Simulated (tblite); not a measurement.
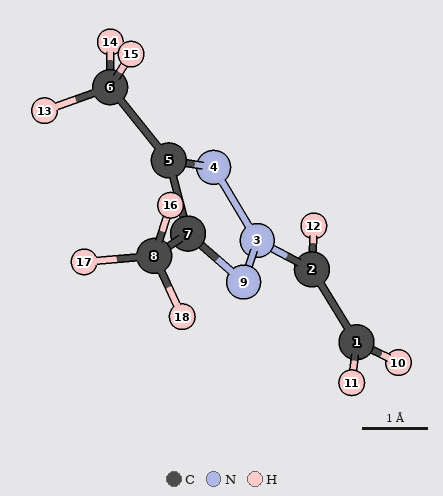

Fig. 1: The structure as given in the input (ball-and-stick view, seen at a tilt; atoms are numbered from 1 in the order of the input). Bond lengths as drawn: C–C 1.32 to 1.48 Å, C–H 1.07 to 1.09 Å, C–N 1.32 to 1.38 Å and N–N 1.32 Å.

# Molecular dynamics of C₆H₉N₃ (part 1 of 2)

System: C₆H₉N₃, SMILES C=Cn1nc(C)c(C)n1.
Method: GFN2-xTB Langevin dynamics, gas phase (tblite 0.8.0).

The input
```
{"job": {"kind": "md", "xc": "GFN2-xTB", "basis": "xTB", "temperature": 600, "steps": 2000, "every": 50}, "charge": 0, "multiplicity": 1}
C      3.392130    -0.389329    -0.676994
C      2.589613     0.350470     0.072844
N      1.213526     0.220187     0.067658
N      0.440695     0.975998     0.829806
C     -0.794215     0.582996     0.570018
C     -1.996804     1.167365     1.209774
C     -0.720598    -0.453317    -0.393357
C     -1.828538    -1.220751    -1.009758
N      0.554804    -0.648568    -0.679439
H      4.457478    -0.259430    -0.645679
H      2.991969    -1.139124    -1.335857
H      2.925192     1.117792     0.753981
H     -2.657439     1.591838     0.454375
H     -1.697745     1.946762     1.904349
H     -2.549866     0.397931     1.747719
H     -2.398817    -1.741631    -0.241271
H     -2.505680    -0.548295    -1.535420
H     -1.424462    -1.944578    -1.711069
```

The first line tells a small driver script what to run in tblite; the rest is the geometry in Å.

Command:
```bash
OMP_NUM_THREADS=1 python <driver script> task.json out
```

Log
```
t/fs     T/K      E/eV
    0.0   508.9   -712.27727
   25.0   330.0   -711.22331
   50.0   603.8   -711.67117
   75.0   308.2   -710.90388
  100.0   529.4   -711.50316
  125.0   432.8   -711.24612
  150.0   393.2   -710.99008
  175.0   469.7   -711.25545
  200.0   529.3   -711.36022
  225.0   469.4   -711.30727
  250.0   480.8   -711.14970
  275.0   631.1   -711.51575
  300.0   468.1   -711.01939
  325.0   644.4   -711.13384
  350.0   734.0   -711.18631
  375.0   706.4   -711.24151
  400.0   782.7   -711.02604
  425.0   602.2   -711.04487
  450.0   511.3   -711.05457
  475.0   536.6   -711.07739
  500.0   596.0   -711.05314
  525.0   537.5   -710.71241
  550.0   437.6   -710.73569
  575.0   541.2   -711.06173
  600.0   655.5   -711.25558
  625.0   589.8   -711.21819
  650.0   711.0   -711.15613
  675.0   487.4   -710.92358
  700.0   908.5   -711.09640
  725.0   754.4   -710.70067
  750.0   517.4   -710.77185
  775.0   452.5   -710.36132
  800.0   578.6   -711.14537
  825.0   536.6   -711.19876
  850.0   543.5   -711.01418
  875.0   535.2   -710.99000
  900.0   633.4   -710.81708
  925.0   751.5   -710.98044
  950.0   683.1   -710.73522
  975.0   582.3   -710.87987
 1000.0   670.0   -710.82333
```

Trajectory as extended XYZ (Å, eV, eV/Å), 26 of the 41 frames kept, from step=0 to step=40
```
18
Properties=species:S:1:pos:R:3:forces:R:3 step=0 time_fs=0.0 energy=-712.27727 temperature=508.9
C     3.3921   -0.3893   -0.6770   -0.0017  -0.0016  -0.0011
C     2.5896    0.3505    0.0728   -0.0039   0.0001   0.0048
N     1.2135    0.2202    0.0677   -0.0042  -0.0006  -0.0010
N     0.4407    0.9760    0.8298    0.0014   0.0017   0.0031
C    -0.7942    0.5830    0.5700    0.0039   0.0075   0.0040
C    -1.9968    1.1674    1.2098   -0.0014   0.0026   0.0021
C    -0.7206   -0.4533   -0.3934    0.0041  -0.0029   0.0008
C    -1.8285   -1.2208   -1.0098   -0.0011  -0.0018  -0.0015
N     0.5548   -0.6486   -0.6794   -0.0002   0.0005  -0.0033
H     4.4575   -0.2594   -0.6457    0.0001   0.0000  -0.0005
H     2.9920   -1.1391   -1.3359    0.0011  -0.0009  -0.0015
H     2.9252    1.1178    0.7540    0.0005   0.0027   0.0007
H    -2.6574    1.5918    0.4544    0.0025   0.0013  -0.0033
H    -1.6977    1.9468    1.9043   -0.0012   0.0014   0.0016
H    -2.5499    0.3979    1.7477    0.0040  -0.0028   0.0007
H    -2.3988   -1.7416   -0.2413   -0.0004  -0.0040   0.0000
H    -2.5057   -0.5483   -1.5354   -0.0015   0.0020  -0.0030
H    -1.4245   -1.9446   -1.7111   -0.0021  -0.0052  -0.0026
18
Properties=species:S:1:pos:R:3:forces:R:3 step=2 time_fs=50.0 energy=-711.67117 temperature=603.8
C     3.3700   -0.7216   -0.0165   -0.4192   0.8188   0.2365
C     2.5625    0.3225    0.1542    0.5099  -0.1867   0.0332
N     1.2009    0.2620   -0.1114   -1.1162  -0.0601   0.9257
N     0.3876    0.8903    0.7409    1.5997   1.7110   0.9612
C    -0.8461    0.5781    0.4966    0.4693  -1.2670  -1.8464
C    -2.0929    1.0282    1.1041   -0.6245   0.0358   0.8618
C    -0.7704   -0.3600   -0.5914    2.5609  -0.2324   0.2342
C    -1.8868   -1.1105   -1.1221   -1.2698  -0.9383  -0.3221
N     0.5513   -0.5821   -0.9001   -2.2096   0.7864   0.4753
H     4.3984   -0.6636    0.2615    0.2470  -0.0542  -0.0931
H     2.9634   -1.6263   -0.3880   -0.0277  -0.5701  -0.2950
H     2.9105    1.2635    0.5947   -0.4145  -0.3776  -0.2357
H    -2.8391    1.1851    0.3618   -0.4414   0.3606  -0.9350
H    -2.0890    1.8904    1.7545    0.6984   0.4028  -0.0907
H    -2.5368    0.2627    1.7202    0.1016  -0.7598   0.3739
H    -2.4423   -1.5322   -0.2306    0.4940   0.0047  -1.0877
H    -2.5999   -0.4306   -1.6179    0.2193  -0.2684   0.0069
H    -1.5596   -1.8939   -1.8500   -0.3771   0.5946   0.7968
18
Properties=species:S:1:pos:R:3:forces:R:3 step=3 time_fs=75.0 energy=-710.90388 temperature=308.2
C     3.3761   -0.8274    0.3751   -0.9351  -2.1725  -1.6816
C     2.5556    0.1707    0.2032   -2.2527   0.3794  -0.0222
N     1.1604    0.2087   -0.0446    0.0355   0.7646  -0.4036
N     0.4006    1.0681    0.6899   -1.4280  -1.9062  -0.8250
C    -0.8685    0.7144    0.3771    2.0971  -2.0869  -1.4238
C    -2.0913    0.8878    1.1159   -0.0274   2.7888   0.5510
C    -0.8086   -0.2935   -0.6886    1.2868   0.2076   2.3587
C    -1.8206   -1.1559   -1.2907   -1.0778  -0.3625  -0.6971
N     0.4547   -0.5362   -0.9073    1.6545  -0.1381   0.7127
H     4.3500   -0.5473    0.5863    1.5453  -0.1175   0.5144
H     3.1517   -1.8372   -0.0067    0.2146   0.5779   0.5685
H     2.9104    1.0792    0.5643    0.1305   1.7915   0.3911
H    -2.8531    1.2745    0.4869   -1.0912  -0.3532  -0.8660
H    -1.9101    1.7457    1.7325    0.1653   0.6590   1.0517
H    -2.4206    0.1260    1.7647   -0.1336  -1.2205   0.1845
H    -2.5916   -1.6318   -0.6338    0.9535   0.5509  -0.1361
H    -2.3210   -0.4027   -1.8718   -0.9863  -0.1775  -0.9107
H    -1.3942   -1.9469   -1.9539   -0.1511   0.8151   0.6336
18
Properties=species:S:1:pos:R:3:forces:R:3 step=5 time_fs=125.0 energy=-711.24612 temperature=432.8
C     3.0545   -1.1396    0.5081    0.1785   0.7084  -0.0450
C     2.5411    0.0884    0.4822   -0.3460  -1.4839  -0.2082
N     1.2182    0.1277    0.0713   -1.1599   0.8499  -0.2374
N     0.3696    0.9332    0.6789   -0.6935  -0.7074  -0.2590
C    -0.8521    0.5134    0.2796    1.3272   2.0327   0.9606
C    -1.9295    1.1355    1.0568   -1.5270   0.7954   1.1032
C    -0.6771   -0.5197   -0.6383   -1.4655   0.9699  -1.0919
C    -1.7296   -1.0788   -1.6040    1.9337   0.9056   0.7994
N     0.6143   -0.7168   -0.7485    1.3508  -0.7717  -0.3594
H     4.0363   -1.2831    0.9201   -0.0197  -0.4498  -0.2812
H     2.4092   -1.8886    0.0603    0.6883  -0.2291   0.3232
H     2.9533    0.9846    0.8807    0.0341   0.3619   0.0966
H    -2.8874    1.4517    0.6023    0.6526  -0.4588  -0.4575
H    -1.6213    2.0346    1.6614    0.2758  -0.9539  -0.8050
H    -2.1815    0.3646    1.7837   -0.3423  -0.0132   0.3083
H    -2.3235   -1.6839   -1.0158   -1.6857  -1.2559   1.2259
H    -2.3847   -0.3186   -2.0796    1.0552  -0.5278   0.0481
H    -1.1292   -1.7645   -2.1782   -0.2568   0.2277  -1.1207
18
Properties=species:S:1:pos:R:3:forces:R:3 step=6 time_fs=150.0 energy=-710.99008 temperature=393.2
C     3.1688   -1.3314    0.4888   -1.8679   0.7930  -1.1636
C     2.4705   -0.1727    0.5607    0.2455  -2.5567  -1.0819
N     1.1892    0.0791    0.1051    0.9859  -1.0792   0.7845
N     0.4018    0.9069    0.7562   -1.1601  -0.5864  -0.2552
C    -0.8162    0.5234    0.3509   -0.7537   3.2233   1.2992
C    -2.0701    1.2176    0.8936   -0.2042  -3.1017  -2.1753
C    -0.6732   -0.4684   -0.6225   -2.2933  -0.0207  -0.3496
C    -1.6645   -1.1642   -1.5194    0.1559  -0.1463   2.3995
N     0.5630   -0.7929   -0.6442    2.4110  -0.6084  -1.1613
H     4.1516   -1.2591    0.8912    0.3083  -0.5970   0.0057
H     2.7626   -2.2138   -0.0882    0.7346   1.1592   1.0285
H     2.8675    0.6484    1.0163    0.9579   1.9545   1.2685
H    -2.7712    1.4224    0.1061   -0.2153  -0.1215  -1.1749
H    -2.1456    2.0745    1.4252    1.4096   2.5340   1.7761
H    -2.5970    0.4802    1.4654   -0.2156  -0.7643   0.6415
H    -1.9489   -2.0157   -0.8308   -0.3717   0.5148  -1.1240
H    -2.5260   -0.4556   -1.6310    0.8395  -1.0905  -0.6556
H    -1.0615   -1.5790   -2.3372   -0.9665   0.4938  -0.0621
18
Properties=species:S:1:pos:R:3:forces:R:3 step=8 time_fs=200.0 energy=-711.36022 temperature=529.3
C     3.2421   -1.3474    0.2832    0.8778  -1.6653  -1.4566
C     2.3709   -0.5312    0.7812   -2.5544   1.9973   0.4400
N     1.0666   -0.2426    0.2400    2.1040  -2.9619  -0.1218
N     0.2921    0.6274    0.8026    0.7013  -0.0836  -0.3014
C    -0.8593    0.4734    0.1898   -1.1945   1.0632   0.7852
C    -1.9088    1.4539    0.6049   -0.1647   2.2017  -1.6911
C    -0.7645   -0.5579   -0.7453    1.1574  -1.5001   0.7561
C    -1.8661   -1.2872   -1.4183    2.6365   0.0228  -1.3837
N     0.4946   -1.0915   -0.6467   -1.3384   2.6678   0.6626
H     4.2783   -1.4244    0.6774   -1.2048  -0.2285  -0.4299
H     2.8543   -1.9618   -0.5834    1.0832   0.7169   0.9450
H     2.4131    0.0790    1.6639    0.6908   0.2208   0.2370
H    -2.6443    1.6380   -0.2357    0.5096  -0.5118   0.9460
H    -1.3681    2.4742    0.6818   -0.7214  -1.4651   0.1610
H    -2.4411    1.3066    1.5431    0.2648  -0.4205  -0.2431
H    -2.0050   -2.1918   -0.9000   -0.4234  -1.1092   0.5788
H    -2.7077   -0.6906   -1.4288   -1.7466   0.9550  -0.2573
H    -1.4710   -1.5358   -2.4273   -0.6773   0.1007   0.3732
18
Properties=species:S:1:pos:R:3:forces:R:3 step=10 time_fs=250.0 energy=-711.14970 temperature=480.8
C     3.3487   -1.3306    0.0812   -2.1105   3.6584   4.2755
C     2.3496   -0.5917    0.7545    2.5011  -1.5988  -1.6139
N     1.0183   -0.5504    0.3971   -1.7510   1.6366   0.5763
N     0.3007    0.5277    0.8442    0.3583  -0.3231  -0.4180
C    -0.8892    0.4698    0.2296    2.5273  -0.7878  -0.0735
C    -1.8284    1.5312    0.1786   -1.9765   0.4629   0.3931
C    -0.9177   -0.6765   -0.5386    2.6471  -1.1481  -0.2684
C    -1.8733   -1.2794   -1.4427   -3.5782  -0.6971   1.7296
N     0.2871   -1.2873   -0.4052   -0.0732  -0.2207  -0.3953
H     4.3382   -1.2476    0.5180   -0.2357  -0.1128  -0.3757
H     3.1746   -1.8674   -0.7613   -0.5223  -1.4054  -1.7619
H     2.5730    0.1460    1.5573   -0.1763  -0.9231  -0.6618
H    -2.6973    1.2925   -0.4261   -0.0284  -0.1586  -0.1858
H    -1.4446    2.4562   -0.1409    0.7621   1.0496  -0.4837
H    -2.1585    1.6547    1.1741   -0.7182   0.5569   1.2934
H    -2.0729   -2.3053   -0.9874    0.0071   0.9394  -0.8043
H    -2.9171   -0.7084   -1.3819    2.1053  -1.0562  -0.4078
H    -1.5401   -1.4190   -2.4350    0.2622   0.1279  -0.8177
18
Properties=species:S:1:pos:R:3:forces:R:3 step=11 time_fs=275.0 energy=-711.51575 temperature=631.1
C     3.3635   -1.2991    0.1285    1.0010  -1.3178  -1.4212
C     2.4318   -0.6732    0.7702   -2.3229   1.0281   0.8302
N     1.0365   -0.6431    0.5219    1.4616   1.6350   0.6796
N     0.3802    0.5075    0.8635    0.7290  -1.2643  -0.3302
C    -0.7867    0.4185    0.2457    0.5216  -0.0364   0.0365
C    -1.7198    1.5834    0.1343    0.8319  -0.0305   0.4495
C    -0.7887   -0.8267   -0.4323   -0.2855  -1.3889  -1.0602
C    -1.8290   -1.3701   -1.3931    0.5544   1.9320  -1.1131
N     0.4064   -1.4270   -0.2773   -1.8726   0.3508  -0.1646
H     4.3985   -1.1974    0.3977    0.0041   0.0694   0.1041
H     3.1739   -1.9604   -0.7198   -0.0991   0.2233   0.4179
H     2.5826    0.0372    1.5473    0.5277   0.3349   0.5925
H    -2.3280    1.3843   -0.7033   -1.4342  -0.3257  -0.4771
H    -1.1840    2.4700   -0.1979    0.4990   0.0992   0.4068
H    -2.2354    1.8392    1.0675   -0.0173  -0.3414  -0.4292
H    -2.4225   -2.2504   -1.1976    0.5108  -0.2253   0.4811
H    -2.5441   -0.5181   -1.4636    0.1600  -0.6741  -0.3114
H    -1.3135   -1.4700   -2.4110   -0.7693  -0.0683   1.3087
18
Properties=species:S:1:pos:R:3:forces:R:3 step=13 time_fs=325.0 energy=-711.13384 temperature=644.4
C     3.3358   -1.5014    0.1362   -0.9232   1.9765   4.8932
C     2.4881   -0.9160    1.0696    3.4706  -0.5935  -1.5439
N     1.1992   -0.6785    0.6864   -1.9241   0.6686  -0.5569
N     0.6339    0.5409    0.6684    0.4493  -0.8969   0.3436
C    -0.5087    0.3920   -0.0128    0.6878   2.7055   1.3483
C    -1.4631    1.5430    0.0302   -1.0060  -0.5251  -2.8593
C    -0.5920   -0.8952   -0.4189   -0.6148  -3.0510  -1.3296
C    -1.6198   -1.6264   -1.2465   -1.9294   1.8015   2.0749
N     0.4532   -1.5822    0.0426    0.7172   0.6842  -0.0870
H     4.3508   -1.7287    0.3515    0.4526   0.1070   0.3285
H     2.9714   -1.8920   -0.7059   -1.4056  -1.1964  -2.9184
H     2.9232   -0.4336    1.9818   -0.8626  -0.4869  -0.8875
H    -2.2230    1.4248   -0.8880    1.1842   0.1589   2.1619
H    -0.9771    2.5044   -0.1485    0.0956  -0.2840   0.3166
H    -1.9316    1.5052    0.9987   -0.4718   0.2393  -0.0144
H    -2.3156   -2.1035   -0.5363    0.0737   0.0481   0.1543
H    -2.2970   -0.9471   -1.8011    0.8336  -0.2013  -0.0287
H    -1.2719   -2.4225   -1.7978    1.1728  -1.1544  -1.3955
18
Properties=species:S:1:pos:R:3:forces:R:3 step=14 time_fs=350.0 energy=-711.18631 temperature=734.0
C     3.3001   -1.7974    0.2908    1.3346   0.8785   1.5948
C     2.5713   -0.9887    1.1029    1.8725  -2.5209  -3.2860
N     1.3667   -0.6477    0.5979   -1.5539   0.9913  -1.1664
N     0.8741    0.5878    0.5263   -1.0177  -1.4656   0.1440
C    -0.3463    0.3956   -0.0179    0.1221   1.6363   0.6872
C    -1.3712    1.4886   -0.1062    1.2727   0.6943  -1.4119
C    -0.4984   -0.9403   -0.3221    0.2414  -3.1693  -0.3256
C    -1.6180   -1.8406   -0.8151   -1.5803   2.7625  -1.6915
N     0.6271   -1.5935    0.0349   -0.5641   1.5437   0.3910
H     4.2891   -2.2116    0.6058   -1.1229   0.3823  -0.1431
H     3.1035   -1.8914   -0.7577   -0.3969  -0.1856   0.0290
H     2.7476   -0.7925    2.0835    0.6852   0.6292   2.3698
H    -1.9934    1.2383   -0.9658   -0.1058   0.3228  -0.0074
H    -0.8834    2.5112   -0.2578   -0.5774  -1.4354   0.1835
H    -1.9893    1.5349    0.7562   -0.3411  -0.0396   0.7728
H    -2.4164   -1.8396   -0.0698    0.0462   0.0206   0.0179
H    -2.1021   -1.2988   -1.7718    0.9025  -1.1560   1.7584
H    -1.4313   -2.8654   -1.0855    0.7830   0.1109   0.0835
18
Properties=species:S:1:pos:R:3:forces:R:3 step=16 time_fs=400.0 energy=-711.02604 temperature=782.7
C     3.4176   -2.2078    0.8527   -2.7196  -0.9856  -0.0816
C     2.8674   -1.0497    0.5848    2.0144   3.8280   0.1447
N     1.5647   -0.6834    0.3847   -1.6973  -0.6768  -2.1813
N     1.0581    0.5824    0.1607   -0.5675  -1.9525   1.5218
C    -0.2728    0.4047    0.0636    0.4430   0.1616  -1.0615
C    -1.2637    1.5730   -0.1107   -2.5673  -3.0786   1.4080
C    -0.5027   -1.0200   -0.0542    1.0476  -0.7302  -0.0860
C    -1.7552   -1.8180   -0.3285    1.9029   0.3630   0.8253
N     0.6673   -1.6792    0.0758   -0.8538   2.9043   1.1407
H     4.3548   -2.3949    1.1968    2.4180   0.1343   0.3334
H     2.7930   -3.0853    0.9248   -0.2730  -0.0814  -0.2147
H     3.5424   -0.0883    0.5827   -1.1394  -1.6164   0.0146
H    -2.0944    1.3026   -0.8405    1.4907   0.2980   0.1246
H    -0.8118    2.4936   -0.3002    0.6323   0.9867  -0.2621
H    -1.9788    1.6396    0.8213    1.7633   0.0528  -0.9816
H    -2.4737   -1.4125    0.3304   -1.2273   0.1980   0.1528
H    -1.9431   -1.7965   -1.3605   -0.8039   0.5052  -1.2402
H    -1.5659   -2.8573   -0.1184    0.1370  -0.3103   0.4430
18
Properties=species:S:1:pos:R:3:forces:R:3 step=18 time_fs=450.0 energy=-711.05457 temperature=511.3
C     3.4734   -1.9228    1.2188    0.8532  -0.0222  -0.4058
C     2.8485   -1.3064    0.1977    0.5061  -0.4893   2.0215
N     1.5316   -0.8534    0.4193   -1.5639  -1.2829  -1.3816
N     1.1146    0.3089    0.0343   -1.8082   1.7050   0.2787
C    -0.2784    0.2574    0.0243    2.8478   0.9509  -0.1219
C    -1.1113    1.4872    0.0151    0.6259  -0.0638  -3.0876
C    -0.5942   -1.0687    0.1898    0.1214  -1.0724   1.3180
C    -1.9521   -1.6702    0.1263   -0.1970  -0.4573  -0.5819
N     0.5280   -1.7327    0.5121   -0.2052  -0.6082  -0.3458
H     4.6004   -2.1050    1.2591   -1.8913  -0.0696  -0.4431
H     2.9036   -2.2844    2.0913    0.4649   0.6850  -0.5134
H     3.2445   -1.1248   -0.7852    0.2618   0.4287   0.1209
H    -2.0878    1.3117   -0.4354    0.0785  -0.2773  -0.6360
H    -0.5638    2.2654   -0.6095   -0.7629  -0.6961   1.1559
H    -1.4014    1.7806    0.9626    0.3099   0.8943   2.0475
H    -2.6863   -0.9939    0.6299    0.4494  -0.6861  -0.8342
H    -2.1548   -1.9218   -0.9538   -0.2671   0.9039   0.8572
H    -1.9891   -2.6670    0.5594    0.1767   0.1575   0.5516
18
Properties=species:S:1:pos:R:3:forces:R:3 step=19 time_fs=475.0 energy=-711.07739 temperature=536.6
C     3.5088   -1.8988    1.3149   -0.8864   1.1784  -1.1033
C     2.7933   -1.2895    0.3339   -0.0832  -0.4937   1.2837
N     1.4252   -0.9343    0.2388    0.3490   0.1529   0.6110
N     1.0862    0.3355   -0.0670   -2.3659  -1.4210   0.6257
C    -0.2780    0.3100    0.0479    1.8346  -0.5176   0.4178
C    -1.2011    1.4339   -0.1214    1.4660   0.7720   2.1648
C    -0.6593   -1.0120    0.4174   -2.1446   0.1778  -0.2726
C    -2.0988   -1.5907    0.4770    1.6633   0.9095  -1.4623
N     0.4041   -1.7515    0.5110    1.5834   0.0622   0.2748
H     4.5067   -2.1073    1.0340    0.9037  -0.0175  -0.2707
H     3.3908   -2.0999    2.3716   -1.1089  -0.1376  -0.4956
H     3.2881   -0.9168   -0.5432    0.3780  -0.2468  -0.3033
H    -2.0082    1.1204   -0.6108   -3.2395  -1.5574  -2.6775
H    -0.7497    2.2141   -0.6690    0.5585   1.0654  -0.1703
H    -1.7083    1.7639    0.8064    1.0676   0.1958   0.1394
H    -2.7649   -0.9913    1.0561   -0.2706   0.6492   0.1498
H    -2.4196   -1.6407   -0.5913   -0.0709   0.0878   0.8122
H    -2.1281   -2.5694    0.8815    0.3659  -0.8594   0.2764
```
